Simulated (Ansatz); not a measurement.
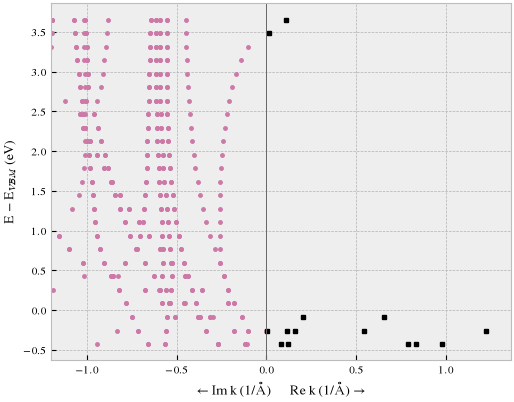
Fig. 1. Complex bands at the centre of the two-dimensional zone; r2SCAN run with Ansatz (a program for electronic structure)

The gap is the functional's own. No spin-orbit coupling. Mid-gap values are those at the computed energy nearest the middle.

**Question.** This is Ga₂O₃ (R-3c, corundum, 10 atoms a cell, 9.7 Å³ an atom) along the normal of (110). Read off the slowest decay at the centre of the two-dimensional zone at 1.78 eV, the computed energy nearest the middle of the gap.

**Answer.** κ ≈ 0.25 1/Å, a decay length 1/(2κ) of the density of 2.0 Å.
